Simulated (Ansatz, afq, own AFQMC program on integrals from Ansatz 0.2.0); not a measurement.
# NH3F (doublet): AFQMC on the coupled-cluster ladder at distance N1–H4 along a hydrogen transfer = 1.012 Å, cc-pVTZ

Aim: compute NH3F (doublet) with auxiliary-field quantum Monte Carlo on the same integrals as coupled cluster, and set the energies side by side.

Program: Ansatz 0.2.0, Gaussian basis, and an in-house AFQMC program (afq) on its integrals; all values are calculated. Level of theory: cc-pVTZ, frozen cores. These are calculated values, not measurements.

To be run: PBE (unrestricted); r2SCAN (unrestricted); PBE0 (unrestricted); B3LYP (unrestricted); wB97M-V (unrestricted); B2PLYP (unrestricted); CCSD(T) on UHF; CCSD(T) on UHF; CCSD(T) on UHF; Phaseless AFQMC, CISD trial on UHF.

**1. What is computed**

The geometry derives from fragments relaxed apart (PBE0/def2-TZVP) and kept rigid, so it is no stationary point. A hydrogen atom is moved between rigid fragments.

5 atoms, charge 0, spin multiplicity 2.

Atoms are counted from 1 here; the program's logs count them from 0.

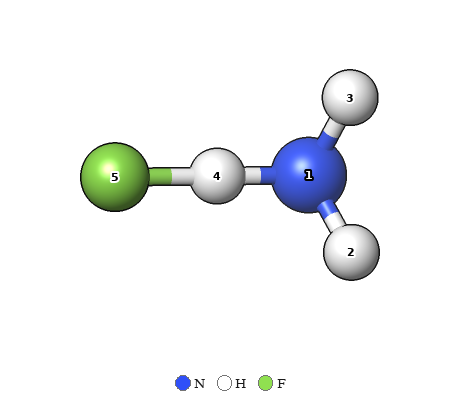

The geometry (nitrogen blue, hydrogen white, fluorine green); atoms are numbered from 1 in the order of the file.

**2. PBE (unrestricted)**

The input, in.yaml:

```yaml
crystal:
  periodic: [false, false, false]
  atoms:
    - {symbol: N, position_ang: [-1.141189, -0.015822, -0.024626]}
    - {symbol: H, position_ang: [-1.438468, 0.952012, -0.024625]}
    - {symbol: H, position_ang: [-1.438468, -0.418121, 0.855634]}
    - {symbol: H, position_ang: [-0.128728, -0.015821, -0.024626]}
    - {symbol: F, position_ang: [1.000811, -0.015821, -0.024626]}
basis:
  gaussian: {orbitals: cc-pVTZ}
magnetization: {spin_polarized: true, initial_magnetization: 1}
hamiltonian: {xc: {name: PBE}}
output: {orbitals: {seedname: orbitals}}
```

Started as:

```bash
$ ansatz run in.yaml --threads 1 --pin off --events-out ev --progress --plain --max-ram 5632MiB --backend cpu
```

The program printed:

```text
Functional definition: PBE
  name "PBE"
  cite "Perdew, Burke & Ernzerhof, Phys. Rev. Lett. 77, 3865 (1996) doi:10.1103/PhysRevLett.77.3865"
  parent pbe
  parameter kappa = 0.804
  parameter beta = 0.06672455060314922
  exchange = pbe_x(kappa = kappa, mu = beta*pi^2/3)
  correlation = pbe_c(beta = beta)
501 factors; their error is unknown
mean field evaluation 1: about -4242.1350 eV, gradient 4.6e1 eV
mean field evaluation 2: about -4222.3498 eV, gradient 7.6e1 eV
mean field evaluation 4: about -4249.0207 eV, gradient 1.8e1 eV
mean field evaluation 8: about -4250.3065 eV, gradient 1.5e-1 eV
mean field evaluation 16: about -4250.2918 eV, gradient 3.3e-4 eV
mean field evaluation 32: about -4249.7191 eV, gradient 5.4e0 eV
mean field evaluation 64: about -4250.2918 eV, gradient 2.1e-5 eV
mean field -4250.29180927 eV, -156.1953430393 hartree, gradient 2.1e-5 eV, S^2 0.752618; 6 other end points of the search recorded, 0 dependent functions left out
reference -4250.29183066 eV, -156.1953438254 hartree; 10, 9 occupied and 92, 93 virtual orbitals, 501 factors
Total energy: -4250.29183066 eV, -156.1953438254 hartree
```

It took 3.7 s on 1 thread of AMD EPYC 7R13 (Zen 3), shared host; peak memory 0.74 GiB.

From the report: ⟨S²⟩ of the determinant 0.753 (pure doublet: 0.75).

**3. r2SCAN (unrestricted)**

Edit in.yaml of step 2 so:

```diff
@@ -11,3 +11,2 @@
 magnetization: {spin_polarized: true, initial_magnetization: 1}
-hamiltonian: {xc: {name: PBE}}
-output: {orbitals: {seedname: orbitals}}
+hamiltonian: {xc: {name: r2SCAN}}
```

Same command.

The program printed:

```text
Functional definition: r2SCAN
  name "r2SCAN"
  cite "Furness, Kaplan, Ning, Perdew & Sun, J. Phys. Chem. Lett. 11, 8208 (2020) doi:10.1021/acs.jpclett.0c02405"
  cite "Furness, Kaplan, Ning, Perdew & Sun, J. Phys. Chem. Lett. 11, 9248 (2020) doi:10.1021/acs.jpclett.0c03077"
  parent r2scan
  parameter k0 = 0.174
  parameter k1 = 0.065
  parameter a1 = 4.9479
  exchange = r2scan_x(k0 = k0, k1 = k1, a1 = a1)
  correlation = r2scan_c
501 factors; their error is unknown
mean field evaluation 1: about -4247.7232 eV, gradient 3.7e1 eV
mean field evaluation 2: about -4240.8503 eV, gradient 5.1e1 eV
mean field evaluation 4: about -4252.6577 eV, gradient 5.2e0 eV
mean field evaluation 8: about -4252.7673 eV, gradient 1.9e-1 eV
mean field evaluation 16: about -4252.7509 eV, gradient 6.1e-4 eV
mean field evaluation 32: about -4252.7509 eV, gradient 2.1e-5 eV
mean field -4252.75091454 eV, -156.2857134914 hartree, gradient 2.1e-5 eV, S^2 0.755958; 1 other end points of the search recorded, 0 dependent functions left out
reference -4252.75092086 eV, -156.2857137236 hartree; 10, 9 occupied and 92, 93 virtual orbitals, 501 factors
Total energy: -4252.75092086 eV, -156.2857137236 hartree
```

Run time: 3.4 s. Hardware: 1 thread of AMD EPYC 7R13 (Zen 3), shared host; peak memory 0.74 GiB.

From the report: ⟨S²⟩ of the determinant 0.756 (pure doublet: 0.75).

**4. PBE0 (unrestricted)**

Edit in.yaml of step 3 so:

```diff
@@ -11,2 +11,3 @@
 magnetization: {spin_polarized: true, initial_magnetization: 1}
-hamiltonian: {xc: {name: r2SCAN}}
+hamiltonian: {xc: {name: PBE0}}
+output: {orbitals: {seedname: orbitals}}
```

The command is unchanged.

The program printed:

```text
Functional definition: PBE0
  name "PBE0"
  cite "Adamo & Barone, J. Chem. Phys. 110, 6158 (1999) doi:10.1063/1.478522"
  cite "Perdew, Burke & Ernzerhof, Phys. Rev. Lett. 77, 3865 (1996) doi:10.1103/PhysRevLett.77.3865"
  parent pbe
  parameter a = 0.25
  parameter kappa = 0.804
  parameter beta = 0.06672455060314922
  exchange = (1 - a)*pbe_x(kappa = kappa, mu = beta*pi^2/3) + a*exact_x
  correlation = pbe_c(beta = beta)
504 factors; their error is unknown
mean field evaluation 1: about -4247.0935 eV, gradient 3.0e1 eV
mean field evaluation 2: about -4246.6580 eV, gradient 3.2e1 eV
mean field evaluation 4: about -4250.1340 eV, gradient 3.2e0 eV
mean field evaluation 8: about -4250.1730 eV, gradient 1.7e-1 eV
mean field evaluation 16: about -4250.1709 eV, gradient 1.6e-4 eV
mean field -4250.17085304 eV, -156.1908979798 hartree, gradient 7.2e-5 eV, S^2 0.756521; 2 other end points of the search recorded, 0 dependent functions left out
reference -4250.17086893 eV, -156.1908985639 hartree; 10, 9 occupied and 92, 93 virtual orbitals, 504 factors
Total energy: -4250.17086893 eV, -156.1908985639 hartree
```

It took 1.6 s on 1 thread of AMD EPYC 7R13 (Zen 3), shared host; peak memory 0.74 GiB.

From the report: ⟨S²⟩ of the determinant 0.757 (pure doublet: 0.75).

**5. B3LYP (unrestricted)**

Edit in.yaml of step 4 so:

```diff
@@ -11,3 +11,2 @@
 magnetization: {spin_polarized: true, initial_magnetization: 1}
-hamiltonian: {xc: {name: PBE0}}
-output: {orbitals: {seedname: orbitals}}
+hamiltonian: {xc: {name: B3LYP}}
```

Launched as before.

The program printed (excerpt; [...] marks lines left out):

```text
Functional definition: B3LYP
  name "B3LYP"
  cite "Stephens, Devlin, Chabalowski & Frisch, J. Phys. Chem. 98, 11623 (1994) doi:10.1021/j100096a001"
  cite "Becke, Phys. Rev. A 38, 3098 (1988) doi:10.1103/PhysRevA.38.3098"
  cite "Lee, Yang & Parr, Phys. Rev. B 37, 785 (1988) doi:10.1103/PhysRevB.37.785"
  cite "Vosko, Wilk & Nusair, Can. J. Phys. 58, 1200 (1980) doi:10.1139/p80-159"
[...]
501 factors; their error is unknown
[...]
mean field -4254.76749993 eV, -156.3598216373 hartree, gradient 4.9e-5 eV, S^2 0.755374; 2 other end points of the search recorded, 0 dependent functions left out
reference -4254.76765352 eV, -156.3598272816 hartree; 10, 9 occupied and 92, 93 virtual orbitals, 501 factors
Total energy: -4254.76765352 eV, -156.3598272816 hartree
```

Wall time 1.6 s (1 thread of AMD EPYC 7R13 (Zen 3), shared host); peak memory 0.74 GiB.

From the report: ⟨S²⟩ of the determinant 0.755 (pure doublet: 0.75).

**6. wB97M-V (unrestricted)**

Edit in.yaml of step 5 so:

```diff
@@ -11,2 +11,3 @@
 magnetization: {spin_polarized: true, initial_magnetization: 1}
-hamiltonian: {xc: {name: B3LYP}}
+hamiltonian: {xc: {name: wB97M-V}}
+output: {orbitals: {seedname: orbitals}}
```

Same command.

The program printed (excerpt; [...] marks lines left out):

```text
Functional definition: wB97M-V
  name "wB97M-V"
  cite "Mardirossian & Head-Gordon, J. Chem. Phys. 144, 214110 (2016) doi:10.1063/1.4952647"
  cite "Becke, J. Chem. Phys. 107, 8554 (1997) doi:10.1063/1.475007"
  cite "Vydrov & Van Voorhis, J. Chem. Phys. 133, 244103 (2010) doi:10.1063/1.3521275"
  # Of w^i u^j: cxij and so on, Table III.
[...]
  gx(w, u) = 1 - cx + cx01*u + cx10*w
  gss(w, u) = css00 + css04*u^4 + css10*w + css20*w^2 + css43*w^4*u^3
  gos(w, u) = cos00 + cos10*w + (cos20 + cos21*u)*w^2 + (cos60 + cos61*u)*w^6
[...]
      + integral(e_c_pw_mod_opposite_spin*gos(b97_w_opposite, b97_u_opposite)) + vv10(b, c)
501 factors; their error is unknown
117 factors; integrals over basis functions are off by at most 7.7e-6 eV
[...]
mean field -4252.79109168 eV, -156.2871899740 hartree, gradient 4.5e-5 eV, S^2 0.756044; 2 other end points of the search recorded, 0 dependent functions left out
reference -4252.79111609 eV, -156.2871908709 hartree; 10, 9 occupied and 92, 93 virtual orbitals, 501 factors
Total energy: -4252.79111609 eV, -156.2871908709 hartree
```

Run time: 4.8 s. Hardware: 1 thread of AMD EPYC 7R13 (Zen 3), shared host; peak memory 0.74 GiB.

From the report: ⟨S²⟩ of the determinant 0.756 (pure doublet: 0.75).

**7. B2PLYP (unrestricted)**

Edit in.yaml of step 6 so:

```diff
@@ -11,3 +11,3 @@
 magnetization: {spin_polarized: true, initial_magnetization: 1}
-hamiltonian: {xc: {name: wB97M-V}}
-output: {orbitals: {seedname: orbitals}}
+hamiltonian: {xc: {name: B2PLYP}}
+correlation: {electrons: outside_noble_gas}
```

The command is unchanged.

The program printed (excerpt; [...] marks lines left out):

```text
Functional definition: B2PLYP
  name "B2PLYP"
  cite "Grimme, J. Chem. Phys. 124, 034108 (2006) doi:10.1063/1.2148954"
  cite "Becke, Phys. Rev. A 38, 3098 (1988) doi:10.1103/PhysRevA.38.3098"
  cite "Lee, Yang & Parr, Phys. Rev. B 37, 785 (1988) doi:10.1103/PhysRevB.37.785"
[...]
597 factors; integrals over basis functions are off by at most 1.3e-3 eV
[...]
mean field -4247.52035086 eV, -156.0934938215 hartree, gradient 8.9e-6 eV, S^2 0.763436; 2 other end points of the search recorded, 0 dependent functions left out
2 core orbitals not correlated: weight in the atoms' cores, before any rotation towards them, 1.000 or more for the frozen orbitals, at most 0.000 for the correlated occupied ones
reference -4247.52044700 eV, -156.0934973545 hartree; 8, 7 occupied and 92, 93 virtual orbitals, 597 factors
second order -15.75999637 eV of doubles, -0.00000000 eV of singles
Total energy: -4251.77564602 eV, -156.2498730343 hartree
```

Wall time 3 s (1 thread of AMD EPYC 7R13 (Zen 3), shared host); peak memory 0.74 GiB.

From the report: ⟨S²⟩ of the determinant 0.763 (pure doublet: 0.75).

**8. CCSD(T) on UHF**

Edit in.yaml of step 7 so:

```diff
@@ -11,3 +11,2 @@
 magnetization: {spin_polarized: true, initial_magnetization: 1}
-hamiltonian: {xc: {name: B2PLYP}}
-correlation: {electrons: outside_noble_gas}
+correlation: {method: ccsd_t, electrons: outside_noble_gas, hamiltonian_folder: ham}
```

Started as:

```bash
$ ansatz run in.yaml --threads 1 --pin off --events-out ev --progress --plain --max-ram 16896MiB --backend cuda --devices 0, --max-vram 18GiB
```

The program printed (excerpt; [...] marks lines left out):

```text
Functional definition: HF
  name "HF"
  cite "Fock, Z. Phys. 61, 126 (1930) doi:10.1007/BF01340294"
  parent pbe
[...]
597 factors; integrals over basis functions are off by at most 1.3e-3 eV
[...]
mean field -4233.41184231 eV, -155.5750156952 hartree, gradient 1.4e-6 eV, S^2 0.763509; 10 other end points of the search recorded, 0 dependent functions left out
determinant -4233.41184231 eV, -155.5750156952 hartree, with singles and doubles -4246.91106071 eV, -156.0711028214 hartree
determinant -4232.10358646 eV, -155.5269381794 hartree, with singles and doubles -4244.99414055 eV, -156.0006573048 hartree
determinant -4231.99321898 eV, -155.5228822495 hartree, with singles and doubles -4244.75972265 eV, -155.9920426061 hartree
2 core orbitals not correlated: weight in the atoms' cores, before any rotation towards them, 1.000 or more for the frozen orbitals, at most 0.000 for the correlated occupied ones
reference -4233.41184231 eV, -155.5750156952 hartree; 8, 7 occupied and 92, 93 virtual orbitals, 597 factors
second order -12.96647153 eV of doubles, -0.00000000 eV of singles
cycle   1  -13.43551391 eV  change    -1.5e0 eV  update   2.2e-2
[...]
cycle  14  -13.51654277 eV  change    1.4e-5 eV  update   1.3e-5
perturbative correction -0.42896705 eV, -0.0157642481 hartree
Total energy: -4247.35735212 eV, -156.0875037282 hartree
```

It took 21 s on 1 × NVIDIA H100 80GB HBM3 with 1 thread of AMD EPYC 7R13 (Zen 3), shared host; peak host memory 0.88 GiB.

From the report: ⟨S²⟩ of the determinant 0.764 (pure doublet: 0.75); correlation -13.9455 eV; T1 0.061; largest double amplitude 0.05.

This run also writes the integrals to the folder ham.

**9. CCSD(T) on UHF**

Edit in.yaml of step 8 so:

```diff
@@ -9,4 +9,4 @@
 basis:
-  gaussian: {orbitals: cc-pVTZ}
+  gaussian: {orbitals: def2-TZVPP}
 magnetization: {spin_polarized: true, initial_magnetization: 1}
-correlation: {method: ccsd_t, electrons: outside_noble_gas, hamiltonian_folder: ham}
+correlation: {method: ccsd_t, electrons: outside_noble_gas}
```

Same command.

The program printed (excerpt; [...] marks lines left out):

```text
Functional definition: HF
  name "HF"
  cite "Fock, Z. Phys. 61, 126 (1930) doi:10.1007/BF01340294"
  parent pbe
[...]
629 factors; integrals over basis functions are off by at most 1.3e-3 eV
[...]
mean field -4233.70408882 eV, -155.5857555563 hartree, gradient 9.8e-6 eV, S^2 0.762675; 10 other end points of the search recorded, 0 dependent functions left out
determinant -4233.70408882 eV, -155.5857555563 hartree, with singles and doubles -4247.14506606 eV, -156.0797023595 hartree
determinant -4232.36325132 eV, -155.5364806870 hartree, with singles and doubles -4245.20902788 eV, -156.0085542687 hartree
determinant -4232.24760159 eV, -155.5322306378 hartree, with singles and doubles -4244.96413224 eV, -155.9995545197 hartree
2 core orbitals not correlated: weight in the atoms' cores, before any rotation towards them, 1.000 or more for the frozen orbitals, at most 0.000 for the correlated occupied ones
reference -4233.70408882 eV, -155.5857555563 hartree; 8, 7 occupied and 94, 95 virtual orbitals, 629 factors
second order -12.90484840 eV of doubles, -0.00000000 eV of singles
cycle   1  -13.38234464 eV  change    -1.5e0 eV  update   2.1e-2
[...]
cycle  14  -13.46187828 eV  change    1.5e-5 eV  update   1.2e-5
perturbative correction -0.43008047 eV, -0.0158051659 hartree
Total energy: -4247.59604757 eV, -156.0962756242 hartree
```

Wall time 19 s (1 × NVIDIA H100 80GB HBM3 with 1 thread of AMD EPYC 7R13 (Zen 3), shared host); peak host memory 0.87 GiB.

From the report: ⟨S²⟩ of the determinant 0.763 (pure doublet: 0.75); correlation -13.8920 eV; T1 0.063; largest double amplitude 0.04.

**10. CCSD(T) on UHF**

Edit in.yaml of step 9 so:

```diff
@@ -9,3 +9,3 @@
 basis:
-  gaussian: {orbitals: def2-TZVPP}
+  gaussian: {orbitals: "def2-QZVPP.json"}
 magnetization: {spin_polarized: true, initial_magnetization: 1}
```

The command is unchanged.

The program printed (excerpt; [...] marks lines left out):

```text
Functional definition: HF
  name "HF"
  cite "Fock, Z. Phys. 61, 126 (1930) doi:10.1007/BF01340294"
  parent pbe
[...]
1240 factors; integrals over basis functions are off by at most 7.9e-4 eV
[...]
mean field -4233.93160180 eV, -155.5941165041 hartree, gradient 2.1e-6 eV, S^2 0.762592; 10 other end points of the search recorded, 0 dependent functions left out
determinant -4233.93160180 eV, -155.5941165041 hartree, with singles and doubles -4248.48228888 eV, -156.1288443915 hartree
determinant -4232.57741715 eV, -155.5443511364 hartree, with singles and doubles -4246.54658174 eV, -156.0577084664 hartree
determinant -4232.45851651 eV, -155.5399816182 hartree, with singles and doubles -4246.27481324 eV, -156.0477211580 hartree
2 core orbitals not correlated: weight in the atoms' cores, before any rotation towards them, 1.000 or more for the frozen orbitals, at most 0.000 for the correlated occupied ones
reference -4233.93160180 eV, -155.5941165041 hartree; 8, 7 occupied and 194, 195 virtual orbitals, 1240 factors
second order -14.02221819 eV of doubles, -0.00000000 eV of singles
cycle   1  -14.34040347 eV  change    -1.4e0 eV  update   2.4e-2
[...]
cycle  14  -14.42406000 eV  change   -6.5e-6 eV  update   1.3e-5
perturbative correction -0.51289562 eV, -0.0188485664 hartree
Total energy: -4248.86855742 eV, -156.1430394985 hartree
```

It took 24 s on 1 × NVIDIA H100 80GB HBM3 with 1 thread of AMD EPYC 7R13 (Zen 3), shared host; peak host memory 1.1 GiB.

From the report: ⟨S²⟩ of the determinant 0.763 (pure doublet: 0.75); correlation -14.9370 eV; T1 0.059; largest double amplitude 0.04.

**11. Phaseless AFQMC, CISD trial on UHF**

It reads the integrals that the CCSD(T) run on this determinant wrote.

Started as:

```bash
$ afq ham --method phaseless --trial cisd --walkers 900 --populations 20 --least-time 60 --time-step 0.005 --steps-per-block 50 --equilibration-blocks 28 --max-blocks 4000 --target-error 0.00023 --factor-cut 1e-05 --start spin_pure --seed 2896 --release-times 0.24,0.51,0.99,1.5 --release-step 0.03 --release-every 4 --taylor-order 6
```

The program printed:

```text
orbitals 100  electrons 8 7  factors 596 of 597
reference energy -155.57501570 Eh
CCSD correlation -0.49672418 Eh in 19 cycles, weight of the determinant in the CISD state 0.8043
energy of the start -156.071246 Eh
 block  time / (1/Eh)  mean weight  energy / Eh
     1     0.250  0.9999  -156.070250
     2     0.500  1.0003  -156.076637
     3     0.750  1.0009  -156.081843
     4     1.000  0.9995  -156.085245
     5     1.250  0.9992  -156.086429
     6     1.500  1.0003  -156.084718
     7     1.750  0.9991  -156.085104
     8     2.000  0.9993  -156.086165
     9     2.250  0.9997  -156.088577
    10     2.500  1.0001  -156.092041
    13     3.250  1.0000  -156.085999
    17     4.250  0.9999  -156.092500
    21     5.250  0.9976  -156.085536
    25     6.250  0.9998  -156.088918
    29     7.250  1.0011  -156.087633
    33     8.250  1.0018  -156.085825
    37     9.250  0.9992  -156.091447
    41    10.250  1.0004  -156.088104
    45    11.250  0.9997  -156.088426
    49    12.250  0.9995  -156.091083
    53    13.250  0.9983  -156.088980
    57    14.250  0.9987  -156.090206
    61    15.250  1.0001  -156.085458
    65    16.250  1.0007  -156.089397
    69    17.250  1.0016  -156.090857
    73    18.250  0.9999  -156.082592
    77    19.250  0.9995  -156.087296
    81    20.250  0.9978  -156.086603
    85    21.250  1.0003  -156.088207
    89    22.250  0.9978  -156.087310
    93    23.250  0.9997  -156.089678
    97    24.250  0.9992  -156.094460
   101    25.250  0.9996  -156.089886
   105    26.250  0.9988  -156.089350
   109    27.250  0.9987  -156.091879
   113    28.250  0.9992  -156.090285
   117    29.250  0.9999  -156.085562
   121    30.250  1.0002  -156.085302
   125    31.250  1.0003  -156.087312
   129    32.250  1.0011  -156.086197
   133    33.250  1.0006  -156.088245
   137    34.250  1.0003  -156.085596
   141    35.250  0.9987  -156.083749
   145    36.250  0.9995  -156.092128
   149    37.250  0.9994  -156.088763
   153    38.250  1.0005  -156.086542
   157    39.250  0.9997  -156.091449
   161    40.250  1.0002  -156.086397
   165    41.250  1.0001  -156.087137
   169    42.250  1.0000  -156.089634
   173    43.250  0.9994  -156.086163
   177    44.250  0.9997  -156.089027
   181    45.250  1.0006  -156.086277
   185    46.250  1.0010  -156.084903
error from the spread of 20 populations
released: time / (1/Eh)  energy / Eh  error  mean overlap
  0.24  -156.088135  0.000474  0.9966
  0.51  -156.088193  0.000736  0.9952
  0.99  -156.088737  0.000574  0.9828
  1.50  -156.087977  0.001174  0.9762
energy -156.087856 +/- 0.000312 Eh
```

Wall time 4 min (1 × NVIDIA H100 80GB HBM3 with 2 threads of AMD EPYC 7R13 (Zen 3), shared host); peak host memory 1.7 GiB.

Energy -4247.3669 ± 0.0085 eV. Caveats: constraint bias not in the error.

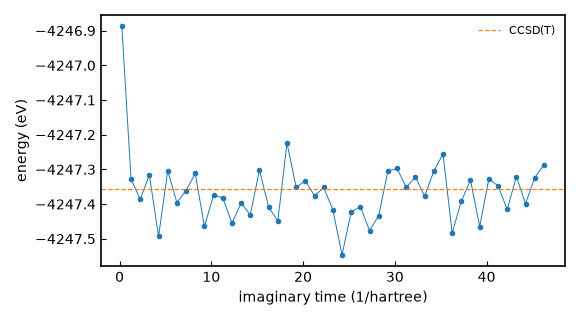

Block energies along the walk.

**12. All levels side by side**

On the UHF determinant, counted from CCSD(T) (a yardstick, not exact):

```csv
level,energy (eV),from CCSD(T) (kJ/mol),statistical error (kJ/mol),time
HF,-4233.4118,+1345.5,,
MP2,-4246.3783,+94.5,,
CCSD,-4246.9284,+41.4,,
CCSD(T),-4247.3574,0.0,,
"Phaseless AFQMC, CISD trial, step 0.005, 900 walkers",-4247.3669,-0.9,0.8,4 min
```

The functionals' totals stand on their own zeros and serve differences with other points: PBE -4250.292 eV; r2SCAN -4252.751 eV; PBE0 -4250.171 eV; B3LYP -4254.768 eV; wB97M-V -4252.791 eV; B2PLYP -4251.776 eV.

**13. What came out**

```
                                       quantity              value
Phaseless AFQMC, CISD trial on UHF from CCSD(T)  -0.9 ± 0.8 kJ/mol
```

In words: On UHF the phaseless walk with the CISD trial lies -0.9 kJ/mol from CCSD(T), within three error bars. Error bars are statistical and leave out the constraint, the time step and what remains of the start.
